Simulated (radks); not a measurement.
**Valence configurations of Sn⁺**

Aim: which of several valence configurations of Sn⁺ lies lowest at this level, and whether it is the one NIST lists ([Kr] 4d10 5s2 5p1).

The numbers are computed with radks (a radial shooting solver on a logarithmic mesh, Libxc functionals) version 1 (Dirac Kohn-Sham, PBE, spin-unpolarised, spherical densities, finite nucleus; open shells fill j = l - 1/2 first), except any that are marked as measured or tabulated.

## 1. The atom as given

* element: tin (Z = 50)
* charge: +1
* electrons: 49
* configuration: [Kr] 4d10 5s2 5p1
* nuclear rms radius: 4.6519 fm
* others tried: 4d9 5s2 5p2; 4d8 5s2 5p3; 4d10 5p3; 4d9.5 5s2 5p1.5; 4d10 5s1.5 5p1.5; 4d9 5p4; 4d7 5s2 5p4; 4d10 5s1 5p2; 4d7 5s1 5p5

In the logs a row gives level, spin channel, occupation and eigenvalue; Etot, Ekin, Encl (electron-nucleus), Eh (Hartree) and Exc are energies, all in hartree; err is the last residual, it the number of iterations.

## 2. [Kr] 4d10 5s2 5p1

Input:

```text
Z 50
configuration [Kr] 4d10 5s2 5p1
relativity Dirac
functional pbe,pbe
spin unpolarised
j_filling energy
nucleus finite rms 4.6519 fm
c 137.035999084
```

Output:

```text
1s1/2   1   2.0000       -1065.77384199
2s1/2   1   2.0000        -161.09215273
2p1/2   1   2.0000        -150.49514040
2p3/2   1   4.0000        -142.01947139
3s1/2   1   2.0000         -31.32055297
3p1/2   1   2.0000         -27.01532613
3p3/2   1   4.0000         -25.46762444
3d3/2   1   4.0000         -17.85885961
3d5/2   1   6.0000         -17.53939958
4s1/2   1   2.0000          -5.20514135
4p1/2   1   2.0000          -3.77407473
4p3/2   1   4.0000          -3.49596553
4d3/2   1   4.0000          -1.25868655
4d5/2   1   6.0000          -1.22034940
5s1/2   1   2.0000          -0.65031843
5p1/2   1   1.0000          -0.38804849
5p3/2   1   0.0000          -0.36723143
Etot -6178.600797389729
Ekin 6505.593008563309
Encl -14984.089330669254
Eh 2464.9196045629515
Exc -165.02407984673653
err 7.4533434116061e-09
it 14
```

Highest occupied level: 5p1/2 at -10.559 eV.

Radial moments (bohr):

| level | occupation | energy (eV) | <r> | outermost maximum (interpolated) | 90 % within | nodes |
| --- | --- | --- | --- | --- | --- | --- |
| 4s1/2 | 2 | -141.64 | 0.8187 | 0.746 | 1.19 | 3 |
| 4p1/2 | 2 | -102.70 | 0.8657 | 0.772 | 1.27 | 2 |
| 4p3/2 | 4 | -95.130 | 0.8954 | 0.797 | 1.32 | 2 |
| 4d3/2 | 4 | -34.251 | 1.088 | 0.881 | 1.69 | 1 |
| 4d5/2 | 6 | -33.207 | 1.103 | 0.891 | 1.72 | 1 |
| 5s1/2 | 2 | -17.696 | 2.310 | 1.99 | 3.39 | 4 |
| 5p1/2 | 1 | -10.559 | 2.837 | 2.37 | 4.25 | 3 |
| 5p3/2 | 0 | -9.993 | 2.945 | 2.46 | 4.41 | 3 |

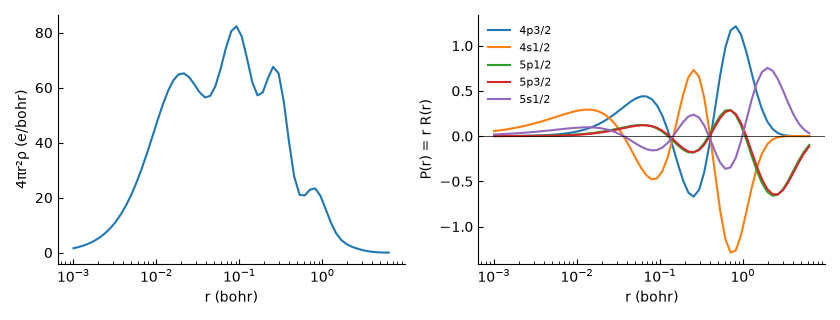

Radial density (left) and radial functions of outer levels (right).

## 3. [Kr] 4d9 5s2 5p2

Settings, as their differences from step 2:

```diff
@@ -1,3 +1,3 @@
 Z 50
-configuration [Kr] 4d10 5s2 5p1
+configuration [Kr] 4d9 5s2 5p2
 relativity Dirac
```

Output:

```text
1s1/2   1   2.0000       -1066.06243829
2s1/2   1   2.0000        -161.39693551
2p1/2   1   2.0000        -150.79864580
2p3/2   1   4.0000        -142.32341475
3s1/2   1   2.0000         -31.61568308
3p1/2   1   2.0000         -27.31078322
3p3/2   1   4.0000         -25.76263789
3d3/2   1   4.0000         -18.15627392
3d5/2   1   6.0000         -17.83664315
4s1/2   1   2.0000          -5.46499207
4p1/2   1   2.0000          -4.02660302
4p3/2   1   4.0000          -3.74407957
4d3/2   1   4.0000          -1.47835781
4d5/2   1   5.0000          -1.43797040
5s1/2   1   2.0000          -0.73256586
5p1/2   1   2.0000          -0.44612456
5p3/2   1   0.0000          -0.42111554
Etot -6177.688893772446
Ekin 6504.879540417138
Encl -14970.058279224246
Eh 2452.1015953702445
Exc -164.61175033558237
err 9.11026531342285e-09
it 14
```

E − E(step 2, [Kr] 4d10 5s2 5p1) = +24.814 eV. The top filled level is 5p1/2, -12.140 eV.

## 4. [Kr] 4d8 5s2 5p3

Settings, as their differences from step 3:

```diff
@@ -1,3 +1,3 @@
 Z 50
-configuration [Kr] 4d9 5s2 5p2
+configuration [Kr] 4d8 5s2 5p3
 relativity Dirac
```

Output:

```text
1s1/2   1   2.0000       -1066.36837229
2s1/2   1   2.0000        -161.72080713
2p1/2   1   2.0000        -151.12113973
2p3/2   1   4.0000        -142.64637873
3s1/2   1   2.0000         -31.92684621
3p1/2   1   2.0000         -27.62237375
3p3/2   1   4.0000         -26.07363827
3d3/2   1   4.0000         -18.47024655
3d5/2   1   6.0000         -18.15039285
4s1/2   1   2.0000          -5.73270209
4p1/2   1   2.0000          -4.28635728
4p3/2   1   4.0000          -3.99894097
4d3/2   1   4.0000          -1.70489414
4d5/2   1   4.0000          -1.66242928
5s1/2   1   2.0000          -0.81492217
5p1/2   1   2.0000          -0.50500677
5p3/2   1   1.0000          -0.47562418
Etot -6176.587199933423
Ekin 6503.943195570864
Encl -14955.182521602379
Eh 2438.84445922302
Exc -164.19233312492838
err 3.0355273855330856e-09
it 14
```

E − E(step 2, [Kr] 4d10 5s2 5p1) = +54.793 eV. 5p3/2 is the highest filled level (-12.942 eV).

## 5. [Kr] 4d10 5p3

Settings, as their differences from step 4:

```diff
@@ -1,3 +1,3 @@
 Z 50
-configuration [Kr] 4d8 5s2 5p3
+configuration [Kr] 4d10 5p3
 relativity Dirac
```

Output:

```text
1s1/2   1   2.0000       -1065.88313807
2s1/2   1   2.0000        -161.19875093
2p1/2   1   2.0000        -150.60154475
2p3/2   1   4.0000        -142.12586405
3s1/2   1   2.0000         -31.42865903
3p1/2   1   2.0000         -27.12337467
3p3/2   1   4.0000         -25.57567638
3d3/2   1   4.0000         -17.96671106
3d5/2   1   6.0000         -17.64726380
4s1/2   1   2.0000          -5.31348653
4p1/2   1   2.0000          -3.88203568
4p3/2   1   4.0000          -3.60374042
4d3/2   1   4.0000          -1.36187166
4d5/2   1   6.0000          -1.32318432
5p1/2   1   2.0000          -0.43832476
5p3/2   1   1.0000          -0.41539526
Etot -6178.042760450154
Ekin 6504.91345156912
Encl -14977.862332412536
Eh 2459.8110771795855
Exc -164.90495678632266
err 1.8000910412361094e-09
it 15
```

E − E(step 2, [Kr] 4d10 5s2 5p1) = +15.185 eV. The top filled level is 5p3/2, -11.303 eV.

## 6. [Kr] 4d9.5 5s2 5p1.5

Settings, as their differences from step 5:

```diff
@@ -1,3 +1,3 @@
 Z 50
-configuration [Kr] 4d10 5p3
+configuration [Kr] 4d9.5 5s2 5p1.5
 relativity Dirac
```

Output:

```text
1s1/2   1   2.0000       -1065.91730541
2s1/2   1   2.0000        -161.24337444
2p1/2   1   2.0000        -150.64574240
2p3/2   1   4.0000        -142.17028509
3s1/2   1   2.0000         -31.46730692
3p1/2   1   2.0000         -27.16223108
3p3/2   1   4.0000         -25.61432462
3d3/2   1   4.0000         -18.00668689
3d5/2   1   6.0000         -17.68714771
4s1/2   1   2.0000          -5.33526241
4p1/2   1   2.0000          -3.90061963
4p3/2   1   4.0000          -3.62036551
4d3/2   1   4.0000          -1.36883144
4d5/2   1   5.5000          -1.32946965
5s1/2   1   2.0000          -0.69222789
5p1/2   1   1.5000          -0.41765109
5p3/2   1   0.0000          -0.39473651
Etot -6178.164789485073
Ekin 6505.252573979591
Encl -14977.108679634028
Eh 2458.509065474358
Exc -164.81774930499398
err 9.218174302045961e-09
it 14
```

Energy against step 2 ([Kr] 4d10 5s2 5p1): +11.864 eV. Highest occupied level: 5p1/2 at -11.365 eV.

## 7. [Kr] 4d10 5s1.5 5p1.5

Settings, as their differences from step 6:

```diff
@@ -1,3 +1,3 @@
 Z 50
-configuration [Kr] 4d9.5 5s2 5p1.5
+configuration [Kr] 4d10 5s1.5 5p1.5
 relativity Dirac
```

Output:

```text
1s1/2   1   2.0000       -1065.79966195
2s1/2   1   2.0000        -161.11745389
2p1/2   1   2.0000        -150.52039213
2p3/2   1   4.0000        -142.04472331
3s1/2   1   2.0000         -31.34622220
3p1/2   1   2.0000         -27.04098272
3p3/2   1   4.0000         -25.49328233
3d3/2   1   4.0000         -17.88447386
3d5/2   1   6.0000         -17.56501691
4s1/2   1   2.0000          -5.23085959
4p1/2   1   2.0000          -3.79970652
4p3/2   1   4.0000          -3.52155474
4d3/2   1   4.0000          -1.28321533
4d5/2   1   6.0000          -1.24479635
5s1/2   1   1.5000          -0.66509911
5p1/2   1   1.5000          -0.40006738
5p3/2   1   0.0000          -0.37873922
Etot -6178.468966495802
Ekin 6505.44381852985
Encl -14982.622011805171
Eh 2463.703546657268
Exc -164.9943198777484
err 9.77393710336667e-09
it 14
```

Energy against step 2 ([Kr] 4d10 5s2 5p1): +3.587 eV. 5p1/2 is the highest filled level (-10.886 eV).

## 8. [Kr] 4d9 5p4

Settings, as their differences from step 7:

```diff
@@ -1,3 +1,3 @@
 Z 50
-configuration [Kr] 4d10 5s1.5 5p1.5
+configuration [Kr] 4d9 5p4
 relativity Dirac
```

Output:

```text
1s1/2   1   2.0000       -1066.17414436
2s1/2   1   2.0000        -161.50577241
2p1/2   1   2.0000        -150.90720705
2p3/2   1   4.0000        -142.43197149
3s1/2   1   2.0000         -31.72583253
3p1/2   1   2.0000         -27.42087274
3p3/2   1   4.0000         -25.87271283
3d3/2   1   4.0000         -18.26620128
3d5/2   1   6.0000         -17.94657837
4s1/2   1   2.0000          -5.57430821
4p1/2   1   2.0000          -4.13533267
4p3/2   1   4.0000          -3.85251185
4d3/2   1   4.0000          -1.58199332
4d5/2   1   5.0000          -1.54125294
5p1/2   1   2.0000          -0.49580577
5p3/2   1   2.0000          -0.46863000
Etot -6177.052771130302
Ekin 6504.053699452013
Encl -14963.593708685868
Eh 2446.9799594827728
Exc -164.49272137921798
err 4.275620593556837e-09
it 14
```

E − E(step 2, [Kr] 4d10 5s2 5p1) = +42.124 eV. The top filled level is 5p3/2, -12.752 eV.

## 9. [Kr] 4d7 5s2 5p4

Settings, as their differences from step 8:

```diff
@@ -1,3 +1,3 @@
 Z 50
-configuration [Kr] 4d9 5p4
+configuration [Kr] 4d7 5s2 5p4
 relativity Dirac
```

Output:

```text
1s1/2   1   2.0000       -1066.68220037
2s1/2   1   2.0000        -162.05487544
2p1/2   1   2.0000        -151.45371591
2p3/2   1   4.0000        -142.97946956
3s1/2   1   2.0000         -32.24509659
3p1/2   1   2.0000         -27.94115852
3p3/2   1   4.0000         -26.39168439
3d3/2   1   4.0000         -18.79186918
3d5/2   1   6.0000         -18.47173905
4s1/2   1   2.0000          -5.99926160
4p1/2   1   2.0000          -4.54448090
4p3/2   1   4.0000          -4.25175209
4d3/2   1   4.0000          -1.93002064
4d5/2   1   3.0000          -1.88547045
5s1/2   1   2.0000          -0.89295437
5p1/2   1   2.0000          -0.56101187
5p3/2   1   2.0000          -0.52726504
Etot -6175.314801058108
Ekin 6502.847284800679
Encl -14939.95527919443
Eh 2425.5715653291236
Exc -163.77837199348045
err 7.691270643802553e-09
it 13
```

E − E(step 2, [Kr] 4d10 5s2 5p1) = +89.417 eV. The top filled level is 5p3/2, -14.348 eV.

## 10. [Kr] 4d10 5s1 5p2

Settings, as their differences from step 9:

```diff
@@ -1,3 +1,3 @@
 Z 50
-configuration [Kr] 4d7 5s2 5p4
+configuration [Kr] 4d10 5s1 5p2
 relativity Dirac
```

Output:

```text
1s1/2   1   2.0000       -1065.82485762
2s1/2   1   2.0000        -161.14214885
2p1/2   1   2.0000        -150.54503256
2p3/2   1   4.0000        -142.06936506
3s1/2   1   2.0000         -31.37129917
3p1/2   1   2.0000         -27.06604644
3p3/2   1   4.0000         -25.51834759
3d3/2   1   4.0000         -17.90949560
3d5/2   1   6.0000         -17.59004187
4s1/2   1   2.0000          -5.25598378
4p1/2   1   2.0000          -3.82473953
4p3/2   1   4.0000          -3.54654278
4d3/2   1   4.0000          -1.30713355
4d5/2   1   6.0000          -1.26863269
5s1/2   1   1.0000          -0.67936624
5p1/2   1   2.0000          -0.41169740
5p3/2   1   0.0000          -0.38987665
Etot -6178.335786487061
Ekin 6505.292812046009
Encl -14981.181067925885
Eh 2462.518417881725
Exc -164.96594848891064
err 2.0780821691355916e-09
it 15
```

E − E(step 2, [Kr] 4d10 5s2 5p1) = +7.211 eV. The top filled level is 5p1/2, -11.203 eV.

## 11. [Kr] 4d7 5s1 5p5

Settings, as their differences from step 10:

```diff
@@ -1,3 +1,3 @@
 Z 50
-configuration [Kr] 4d10 5s1 5p2
+configuration [Kr] 4d7 5s1 5p5
 relativity Dirac
```

Output:

```text
1s1/2   1   2.0000       -1066.73329066
2s1/2   1   2.0000        -162.10495663
2p1/2   1   2.0000        -151.50355855
2p3/2   1   4.0000        -143.02933175
3s1/2   1   2.0000         -32.29570388
3p1/2   1   2.0000         -27.99173634
3p3/2   1   4.0000         -26.44224161
3d3/2   1   4.0000         -18.84242068
3d5/2   1   6.0000         -18.52229044
4s1/2   1   2.0000          -6.04851406
4p1/2   1   2.0000          -4.59331970
4p3/2   1   4.0000          -4.30036857
4d3/2   1   4.0000          -1.97641576
4d5/2   1   3.0000          -1.93170454
5s1/2   1   1.0000          -0.91913393
5p1/2   1   2.0000          -0.58277312
5p3/2   1   3.0000          -0.54802822
Etot -6174.946379665278
Ekin 6502.363379671291
Encl -14936.877120046165
Eh 2423.291543614394
Exc -163.72418290479845
err 9.266964237089996e-09
it 13
```

E − E(step 2, [Kr] 4d10 5s2 5p1) = +99.442 eV. 5p3/2 is the highest filled level (-14.913 eV).

## 12. All runs together

| valence | E − E(NIST configuration) (eV) | highest level | its energy (eV) | 1s shift (eV) |
| --- | --- | --- | --- | --- |
| 4d10 5s2 5p1 | 0.000 | 5p1/2 | -10.559 | +0.00 |
| 4d10 5s1.5 5p1.5 | 3.587 | 5p1/2 | -10.886 | -0.70 |
| 4d10 5s1 5p2 | 7.211 | 5p1/2 | -11.203 | -1.39 |
| 4d9.5 5s2 5p1.5 | 11.864 | 5p1/2 | -11.365 | -3.90 |
| 4d10 5p3 | 15.185 | 5p3/2 | -11.303 | -2.97 |
| 4d9 5s2 5p2 | 24.814 | 5p1/2 | -12.140 | -7.85 |
| 4d9 5p4 | 42.124 | 5p3/2 | -12.752 | -10.89 |
| 4d8 5s2 5p3 | 54.793 | 5p3/2 | -12.942 | -16.18 |
| 4d7 5s2 5p4 | 89.417 | 5p3/2 | -14.348 | -24.72 |
| 4d7 5s1 5p5 | 99.442 | 5p3/2 | -14.913 | -26.11 |

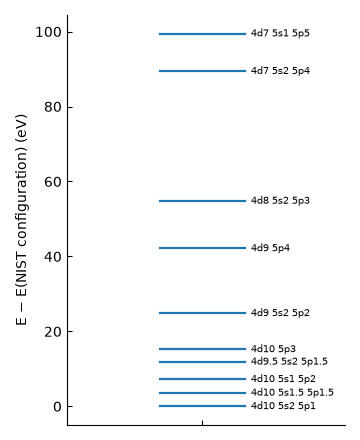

Energies of the configurations.

**Reading.** The NIST configuration is the lowest of those tried, 3.587 eV under 4d10 5s1.5 5p1.5. The energies are those of spherical spin-averaged densities, not of single terms. The 1s eigenvalue shifts by up to 26.11 eV as the valence charge is rearranged.
